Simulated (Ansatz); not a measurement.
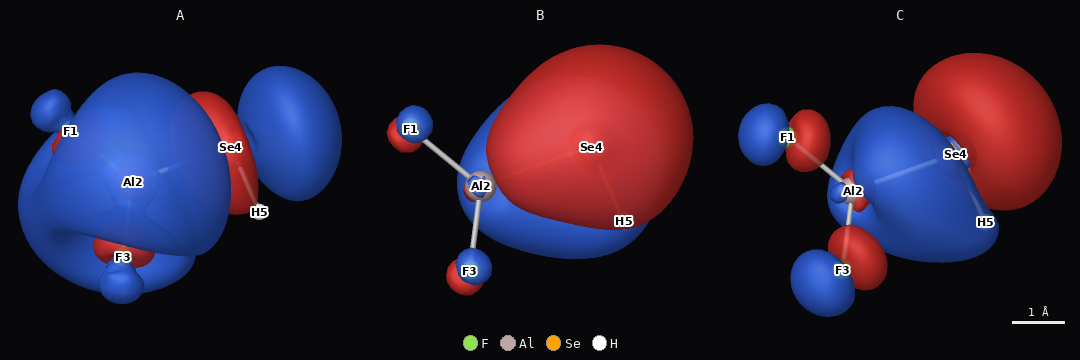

AlF2HSe (SMILES [F][Al]([F])[SeH]). Three frontier orbitals at ±0.06 Å⁻³ᐟ² (red and blue are the two phases), in no order.

Geometry: PBE0-D4/def2-TZVP.

Theory: Ansatz, RKS PBE0-D4/def2-TZVPP.

Input

```
crystal:
  periodic: [false, false, false]
  atoms:
    - {symbol: F, position_ang: [0.820030, -0.356155, 2.013499]}
    - {symbol: Al, position_ang: [0.406708, -0.281221, 0.431772]}
    - {symbol: F, position_ang: [1.229210, -1.192008, -0.652550]}
    - {symbol: Se, position_ang: [-1.302537, 1.088610, -0.219774]}
    - {symbol: H, position_ang: [-1.103611, 0.667073, -1.614349]}
basis:
  gaussian: {orbitals: def2-TZVPP}
hamiltonian: {xc: pbe0, dispersion: d4}
output: {orbitals: {seedname: orbitals}}
```

Run with:

```sh
ansatz run in.yaml --threads 2 --pin off --events-out ev --progress --plain --max-ram 31744MiB --backend cpu
```

Which picture is the HOMO−1, the HOMO and the LUMO?

Answer. C is the HOMO−1 (−9.52 eV). It lies mainly on Se4 (about 70 %) and Al2 (about 15 %); it is symmetric in the molecular plane (an in-plane orbital: σ, lone-pair or in-plane π type). B is the HOMO (−7.91 eV). It lies mainly on Se4 (about 85 %); it changes sign across the molecular plane (π type). A is the LUMO (−1.17 eV). Its weight (Hirshfeld) is mainly on Al2 (about 60 %), Se4 (about 25 %), F3 (about 10 %) and F1 (about 5 %); it is symmetric in the molecular plane (an in-plane orbital: σ, lone-pair or in-plane π type).

What is the HOMO–LUMO gap?

Answer. 6.74 eV between the orbital energies.
